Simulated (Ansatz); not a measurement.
Input file:

```
crystal:
  periodic: [false, false, false]
  atoms:
    - {symbol: Si, position_ang: [1.067466, -0.501881, 1.579597]}
    - {symbol: Si, position_ang: [-0.860313, 0.422166, 0.715518]}
    - {symbol: Si, position_ang: [-1.066093, 0.504722, -1.579622]}
    - {symbol: Si, position_ang: [0.858939, -0.424998, -0.715494]}
basis:
  gaussian: {orbitals: def2-TZVPP}
hamiltonian: {xc: pbe0, dispersion: d4}
output: {orbitals: {seedname: orbitals}}
```

Launched as:

```sh
ansatz run in.yaml --threads 4 --pin off --events-out ev --progress --plain --max-ram 10444MiB
```

Geometry: PBE0-D4/def2-TZVP.

The calculation used RKS PBE0-D4/def2-TZVPP in Ansatz.

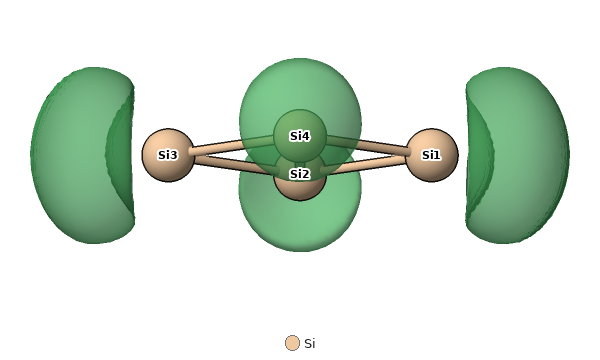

Si4. Isosurface of the electron localisation function at 0.9 (green), seen from one side. Core shells and regions of very low density are left out.

Where are the electrons localised?

The surface consists of four lobes on Si, pointing away from the bonds (lone pairs). Along the contacts the grid gives the following. Si–Si (2.31 Å): the ELF peaks at about 0.85 between the atoms (a shared electron pair). Si–Si (2.39 Å): the ELF peaks at about 0.65 between the atoms.
